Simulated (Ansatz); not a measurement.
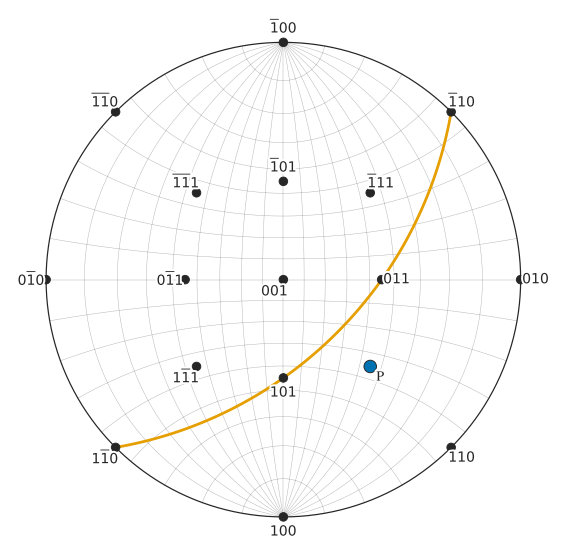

Crystal: ReHg, the end point of a relaxation with DFT PBE, scalar-relativistic, plane waves, PAW in Ansatz 0.2.0; the starting structure was generated, so it need not be a known form of this composition. Stereographic projection of plane normals (upper hemisphere) centred on (0 0 1). The drawing is computed from the coordinates (standard cell, symmetry found to 0.002 Å).

a = 3.250 Å, b = 3.250 Å, c = 3.250 Å, α = 90.00°, β = 90.00°, γ = 90.00°.

> Index the pole marked P.

P is (1 1 1), 54.7° from the centre.

> Which zone does the coloured great circle trace?

The zone [1 1 −1]: its poles satisfy h + k − l = 0.

> What is the angle between the normals of (−1 −1 1) and (1 1 1), and what are their d_hkl = 1/|g|?

109.5°; d = 1.876 Å and 1.876 Å.
